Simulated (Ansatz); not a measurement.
## Electronic structure of Cl₂FGeHO in real space

```xyz
6

Ge   -0.0318   -0.0300   -0.0843
F     0.0227   -0.0636    1.6438
O     1.6007   -0.0193   -0.7182
H     2.0824   -0.8420   -0.5447
Cl   -0.9795    1.7689   -0.7035
Cl   -1.1310   -1.7661   -0.6873
```

Method: RKS B3LYP-D4/def2-SVP (Ansatz 0.2.0).

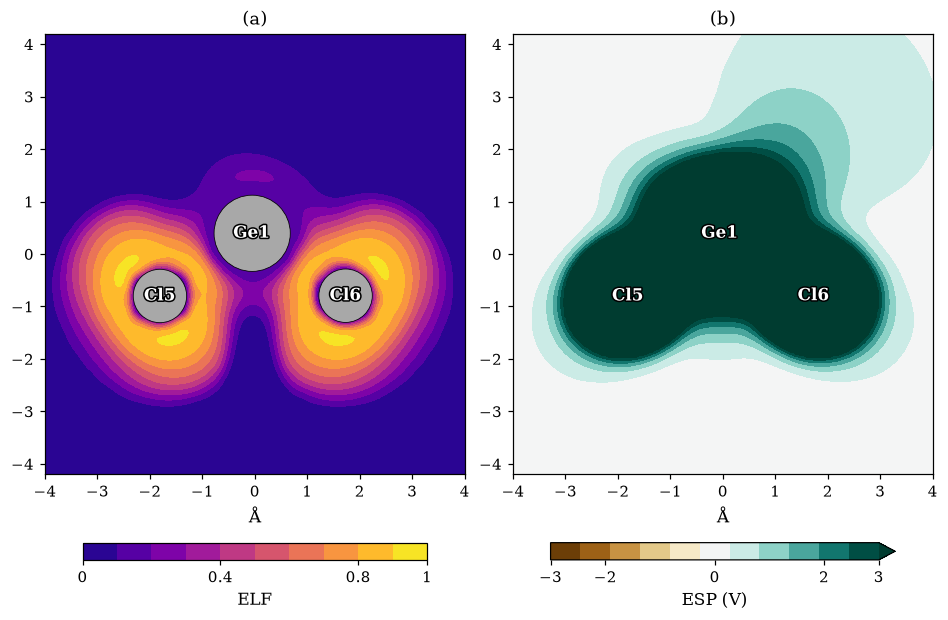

Figure 1. (a) electron localisation function; (b) molecular electrostatic potential on the plane of atoms Cl5, Ge1 and Cl6. Grey discs cover the atomic cores in the ELF map.

Q: Describe what can be read from this map.

A: Atoms in the plane: Ge and Cl.
Ge–Cl (2.13 Å): the ELF peaks at about 0.85 in the valence shell of Cl, 0.9 Å from its nucleus, and is about 0.65 at the midpoint.
The ELF also peaks beside Cl5 and Cl6, away from the bonds: lone-pair regions.
The potential has no marked negative region in this plane.

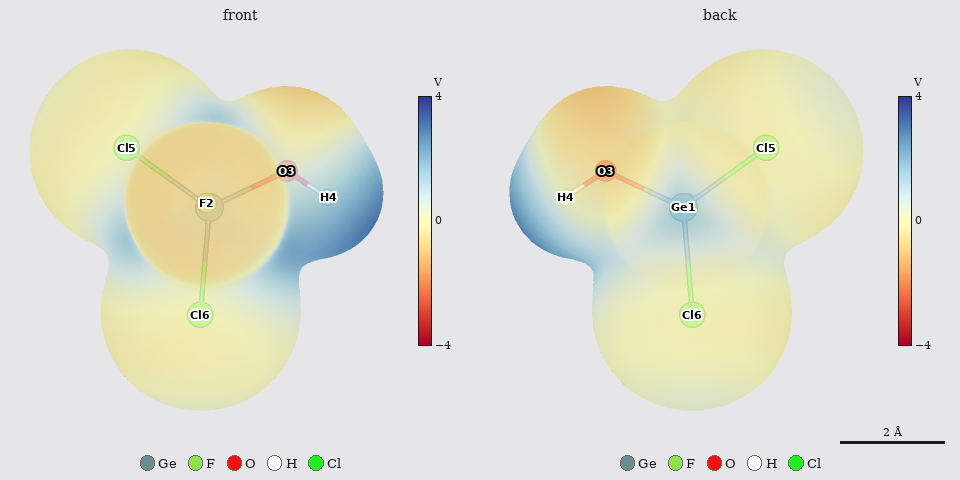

Figure 2. The electrostatic potential painted on the density surface at 0.002 e/bohr³, seen from the front and from behind; red is negative and blue positive.

Q: Where is the surface potential most negative and most positive?

A: The most negative region (about −1.0 V) lies over O3, the most positive (about +3.0 V) over H4. Cl5 shows a σ-hole: about +0.4 V at the tip opposite its bond, against about −0.2 V on its flanks. Cl6 shows a σ-hole: about +0.4 V at the tip opposite its bond, against about 0.0 V on its flanks. O3 is the likeliest acceptor of a hydrogen bond.

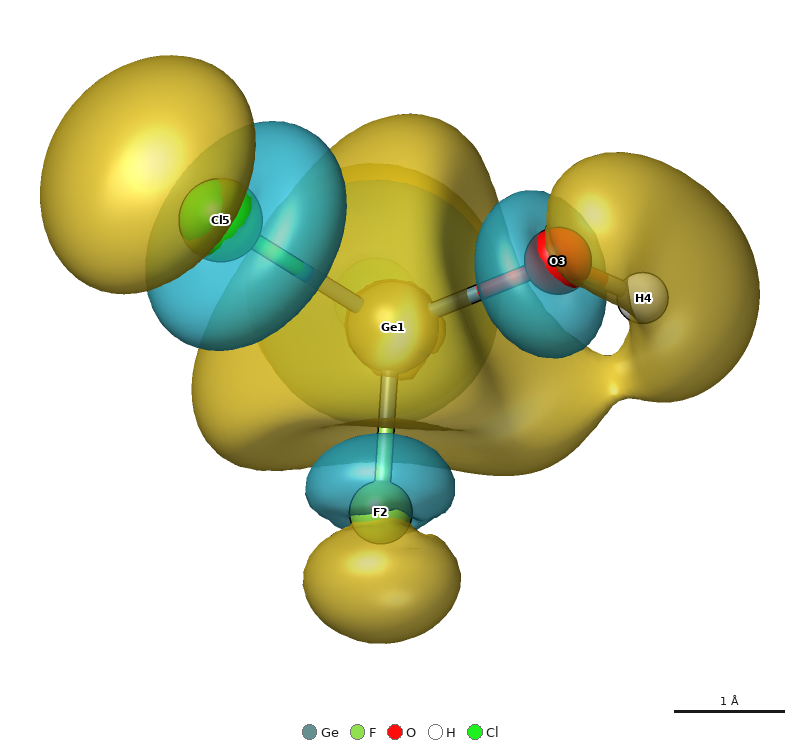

Figure 3. The LUMO at ±0.06 Å⁻³ᐟ² (yellow and cyan are the two phases), seen from one side.

Q: Describe this orbital and give its energy.

A: It lies mainly on Ge1 (about 35 %), Cl5 (about 20 %), Cl6 (about 20 %), O3 (about 10 %) and F2 (about 10 %). Its energy is −1.77 eV.
